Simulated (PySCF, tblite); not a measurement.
**C₆H₁₁NSi: geometry, infrared bands and NMR shifts**

Wanted: the infrared bands and NMR shifts of C₆H₁₁NSi (`C=C(C#N)C[SiH2]CC`), by calculation.

Programs: tblite 0.8.0 and PySCF 2.14.0, with density-fitted response routines of our own. Each step states its level of theory. These are calculated values for one molecule in the gas phase, unless marked as measured. Atoms are numbered from 0 throughout.

## Step 1: Starting geometry

19 atoms, charge 0, multiplicity 1; geometry from: force field or distance geometry start.

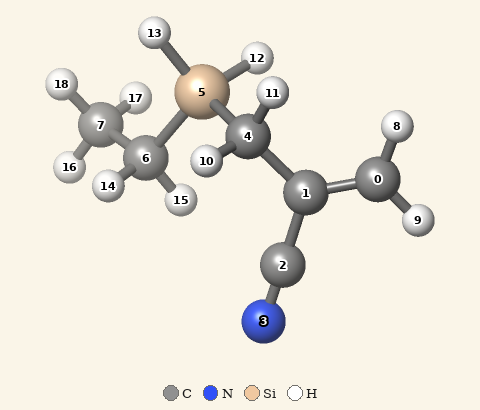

The starting geometry (carbon grey, nitrogen blue, silicon light orange, hydrogen white), atoms numbered.

## Step 2: Optimising the geometry with GFN2-xTB

Job settings and geometry (Å):

```
{"job": {"kind": "relax", "xc": "GFN2-xTB", "basis": "xTB"}, "charge": 0, "multiplicity": 1}
C      2.795500     0.421600    -1.479800
C      2.032100     0.155400    -0.406000
C      2.196600    -1.117600     0.261100
N      2.294000    -2.128800     0.785900
C      1.087000     1.170800     0.198400
Si    -0.744900     0.874900    -0.133400
C     -1.370200    -0.673400     0.699800
C     -2.866200    -0.905400     0.601600
H      2.726900     1.377000    -1.989400
H      3.483400    -0.301700    -1.882500
H      1.248200     1.230200     1.272900
H      1.326600     2.166900    -0.195800
H     -0.986200     0.794700    -1.584300
H     -1.498500     2.041300     0.380000
H     -1.100500    -0.629800     1.766200
H     -0.857500    -1.541700     0.287700
H     -3.146000    -1.833100     1.115900
H     -3.191600    -1.004800    -0.447300
H     -3.438600    -0.087400     1.060200
```

Command:

```sh
OMP_NUM_THREADS=1 python probes_run.py task.json out
```

One launch serves the whole session: the jobs run in the order shown.

**Question.** This job is followed by: GFN2-xTB harmonic vibrations, gas phase; GIAO PBE0/pcSseg-1 NMR shielding, non-relativistic, gas phase. Predict these results of the whole session: strongest single infrared mode (GFN2-xTB); zero-point energy (GFN2-xTB); 13C shifts against TMS (PBE0/pcSseg-1); 1H shifts against TMS (PBE0/pcSseg-1, means over atoms taken as alike); 15N shifts against NH3 (PBE0/pcSseg-1); 29Si shifts against TMS (PBE0/pcSseg-1).

The runs gave:

```
                                                              quantity                                     value
                             strongest single infrared mode (GFN2-xTB)                     2224 cm⁻¹, 424 km/mol
                                          zero-point energy (GFN2-xTB)                             93.6 kcal/mol
                                13C shifts against TMS (PBE0/pcSseg-1)  135.9, 129.5, 125.5, 24.8, 11.1, 6.6 ppm
1H shifts against TMS (PBE0/pcSseg-1, means over atoms taken as alike)    6.07, 5.91, 4.09, 1.88, 1.22, 1.17 ppm
                                15N shifts against NH3 (PBE0/pcSseg-1)                                 316.0 ppm
                               29Si shifts against TMS (PBE0/pcSseg-1)                                 -25.9 ppm
```

In words: The optimisation took 98 steps and gained 0.114 eV; among the close pairs (by a distance rule), C4–Si5 changed most, from 1.885 to 1.921 Å. No mode is imaginary among the 51: a minimum at this level. The strongest single mode, at 2224 cm⁻¹, moves mainly H12. Unscaled tight-binding wavenumbers are off by several per cent, some by more. Its intensities can rank the bands wrongly. The most deshielded carbon is C0 (terminal =CH2 carbon), at 135.9 ppm: as expected for a trigonal carbon in a double bond. At PBE0/pcSseg-1: The largest span, 416 ppm, is at N3, where the paramagnetic term is -390 ppm.
